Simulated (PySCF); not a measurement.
C5H11FN2Si (SMILES C[C@]1(/C=C\F)CN[SiH2]N1)

```json
{"atom": "C", "x (Å)": "0.6722", "y (Å)": "-0.2806", "z (Å)": "1.5028"}
{"atom": "C", "x (Å)": "0.2255", "y (Å)": "-0.2585", "z (Å)": "0.0331"}
{"atom": "C", "x (Å)": "1.3633", "y (Å)": "-0.6876", "z (Å)": "-0.8597"}
{"atom": "C", "x (Å)": "2.4899", "y (Å)": "-0.0295", "z (Å)": "-1.0541"}
{"atom": "F", "x (Å)": "2.7721", "y (Å)": "1.1419", "z (Å)": "-0.4520"}
{"atom": "C", "x (Å)": "-0.2774", "y (Å)": "1.1477", "z (Å)": "-0.3469"}
{"atom": "N", "x (Å)": "-1.6560", "y (Å)": "1.2154", "z (Å)": "0.0802"}
{"atom": "Si", "x (Å)": "-2.4189", "y (Å)": "-0.3247", "z (Å)": "0.0141"}
{"atom": "N", "x (Å)": "-0.9123", "y (Å)": "-1.1299", "z (Å)": "-0.1855"}
{"atom": "H", "x (Å)": "-0.1455", "y (Å)": "0.0785", "z (Å)": "2.1220"}
{"atom": "H", "x (Å)": "1.5398", "y (Å)": "0.3563", "z (Å)": "1.6502"}
{"atom": "H", "x (Å)": "0.9259", "y (Å)": "-1.2960", "z (Å)": "1.8032"}
{"atom": "H", "x (Å)": "1.2246", "y (Å)": "-1.6146", "z (Å)": "-1.3933"}
{"atom": "H", "x (Å)": "3.2979", "y (Å)": "-0.3436", "z (Å)": "-1.6985"}
{"atom": "H", "x (Å)": "0.3163", "y (Å)": "1.9175", "z (Å)": "0.1533"}
{"atom": "H", "x (Å)": "-0.1766", "y (Å)": "1.2853", "z (Å)": "-1.4328"}
{"atom": "H", "x (Å)": "-2.1130", "y (Å)": "2.0761", "z (Å)": "-0.1689"}
{"atom": "H", "x (Å)": "-3.2390", "y (Å)": "-0.6639", "z (Å)": "-1.1533"}
{"atom": "H", "x (Å)": "-3.1445", "y (Å)": "-0.5003", "z (Å)": "1.2747"}
{"atom": "H", "x (Å)": "-0.7496", "y (Å)": "-2.0785", "z (Å)": "0.1084"}
```

Geometry: GFN2-xTB.

Computed with PBE0/pcSseg-1, SCF density, gas phase, non-relativistic (PySCF).

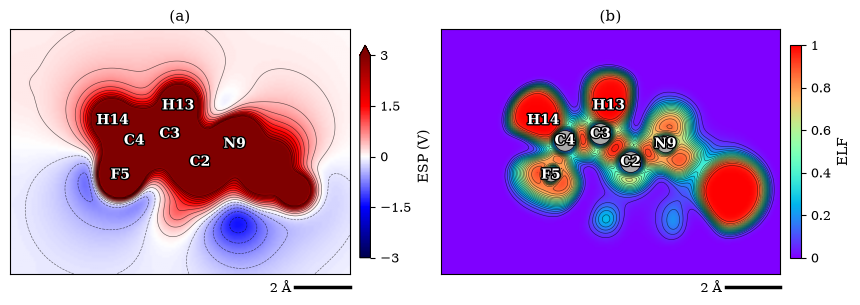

Figure 1. (a) molecular electrostatic potential; (b) ELF on the plane of atoms C2, C3 and H13. Grey discs cover the atomic cores in the ELF map.

**Interpret the plot.**

- The plane passes through C, F, N and H nuclei.
- C–C (1.32 Å): the ELF peaks at about 0.90 between the atoms (a multiple bond).
- C–F (1.35 Å): the ELF peaks at about 0.85 between the atoms, as expected for a shared but strongly polarised pair.
- C–N (1.45 Å): the ELF peaks at about 0.90 between the atoms, as expected for a covalent bond.
- C–C (1.51 Å): the ELF peaks at about 0.95 between the atoms: localised, covalent bonding.
- C–H (1.08 Å): the ELF climbs to about 1 towards the hydrogen, as it does in any bond to H: an ordinary covalent bond to hydrogen.
- The ELF also peaks beside F5, away from the bonds: lone-pair regions.
- Outside the dense part of the molecule the potential is most negative (−1.4 V) near N7, which lies off the plane.

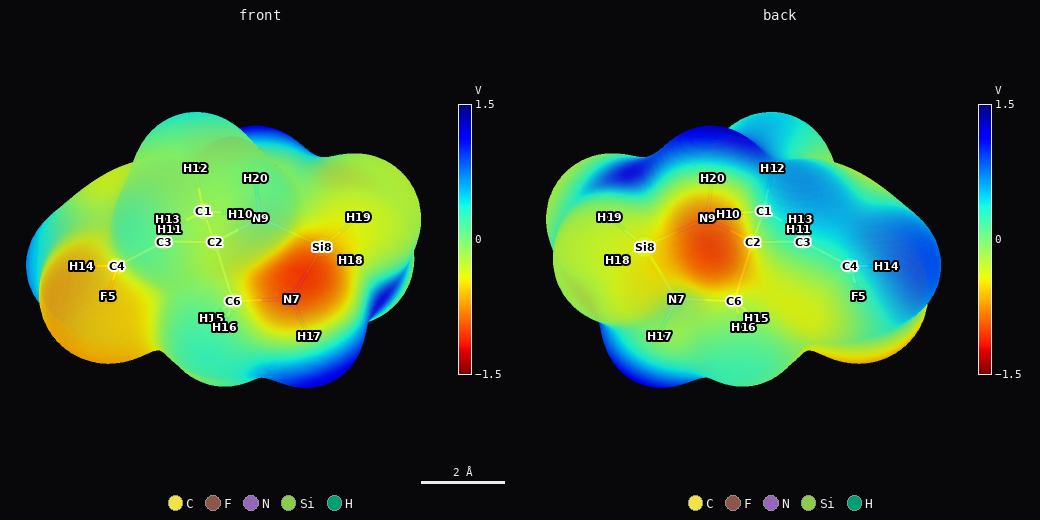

Figure 2. The molecular electrostatic potential painted on the density surface at 0.001 e/bohr³, seen from the front and from behind; the colour scale runs from red (negative) to blue (positive).

**Where is the surface potential most negative and most positive?**

The most negative region (about −1.1 V) lies over N7 and N9, the most positive (about +1.2 V) over H17 and H20.

**How polar is the molecule by this calculation?**

Its dipole moment is 0.93 D.
